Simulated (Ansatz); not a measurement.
# AlH3O2 + HF: a complex and its separated parts

Aim: how far the complex at one end of a reaction step lies below its separated, relaxed parts, level by level.

Method: PBE0-D4/def2-TZVP structures, single points in def2-TZVPP, no counterpoise correction; program: Ansatz 0.2.0, Gaussian basis.

Levels: SPW92, PBE-D4, BLYP-D4, r2SCAN-D4, B97M-V, PBE0-D4, B3LYP-D4, r2SCAN0-D4, BHLYP-D4, CAM-B3LYP-D4, wB97X-V, wB97M-V, B2PLYP, PBE-QIDH, RPA on PBE, Hartree-Fock, MP2, CCSD, CCSD(T).

Correlated methods freeze the cores. B3LYP uses VWN-RPA correlation. B2PLYP carries no dispersion term here.

94 further runs of the same task are left out: 94 set aside as unsound or not needed.

## 1. Where the work starts

The complex: 8 atoms, charge 0, spin multiplicity 1.

Atoms are counted from 1 here; the program's logs count them from 0.

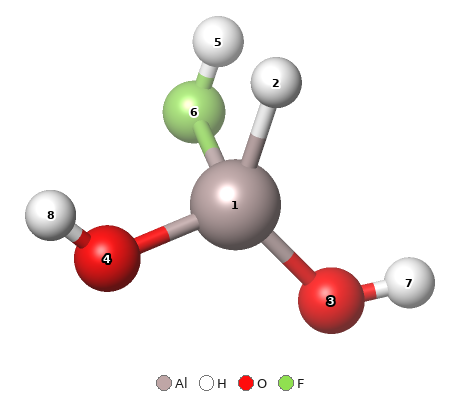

Start geometry, drawn with aluminium light grey, hydrogen white, oxygen red, fluorine green; atoms are numbered from 1 in the order of the file.

As a file:

```xyz
8
AlFH4O2
Al   -0.1597   -0.2571   -0.2536
H     1.1698   -1.0970    0.0650
O    -0.2813    0.6605   -1.6725
O    -1.6267   -0.6458    0.4994
H     1.4542    0.6334    1.2817
F     0.6862    1.1359    1.1083
H     0.4560    0.8311   -2.2532
H    -1.6985   -1.2610    1.2248
```

Its parts: AlH3O2 holds atoms 1, 2, 3, 4, 7, 8; HF holds atoms 5, 6. Each part counts its atoms afresh in its own runs.

## 2. Relaxing AlH3O2 alone

relax-a/in.yaml

```yaml
crystal:
  periodic: [false, false, false]
  atoms:
    - {symbol: Al, position_ang: [-0.159667, -0.257121, -0.253563]}
    - {symbol: H, position_ang: [1.169766, -1.096965, 0.065027]}
    - {symbol: O, position_ang: [-0.281287, 0.660477, -1.672458]}
    - {symbol: O, position_ang: [-1.626666, -0.645796, 0.499376]}
    - {symbol: H, position_ang: [0.456021, 0.831081, -2.253176]}
    - {symbol: H, position_ang: [-1.698496, -1.261043, 1.224826]}
basis:
  gaussian: {orbitals: def2-TZVP}
hamiltonian: {xc: pbe0, dispersion: d4}
relax: {f_tol: 0.005, max_steps: 200}
```

Command:

```sh
> ansatz run in.yaml --threads 2 --pin off --events-out ev --progress --plain --max-ram 4352MiB
```

Further steps of the session: Relaxing HF alone; SPW92/def2-TZVPP; PBE-D4/def2-TZVPP; BLYP-D4/def2-TZVPP; r2SCAN-D4/def2-TZVPP; B97M-V/def2-TZVPP; PBE0-D4/def2-TZVPP; B3LYP-D4/def2-TZVPP; r2SCAN0-D4/def2-TZVPP; BHLYP-D4/def2-TZVPP; CAM-B3LYP-D4/def2-TZVPP; wB97X-V/def2-TZVPP; wB97M-V/def2-TZVPP; B2PLYP/def2-TZVPP; PBE-QIDH/def2-TZVPP; RPA on PBE/def2-TZVPP; CCSD(T)/def2-TZVPP; Vibrations of AlH3O2; Vibrations of HF.

Q: Predict the outcome of this session. Wanted: complex less parts, CCSD(T)/def2-TZVPP; with zero-point energy; largest T1 diagnostic.

The runs gave:

| quantity | value |
| --- | --- |
| complex less parts, CCSD(T)/def2-TZVPP | -30.3 kJ/mol |
| with zero-point energy | -24.6 kJ/mol |
| largest T1 diagnostic | 0.013 |

What this shows: At CCSD(T) the complex lies 30.3 kJ/mol below its parts. B3LYP-D4 is the best functional here (+0.8 kJ/mol from CCSD(T)); SPW92 is the worst (-23.5 kJ/mol). By rung, the mean size of the error is: LDA 23.5, GGA 3.1, meta-GGA 6.9, hybrid 3.1, range-separated hybrid 4.4, double hybrid 2.2 kJ/mol. PBE-D4 gives a relative energy 3.4 kJ/mol too low, inside chemical accuracy (1 kcal/mol, 4.2 kJ/mol). No counterpoise was applied, and triple zeta lacks some correlation, so the CCSD(T) reference has a basis error of its own, and close matches with it are partly luck.
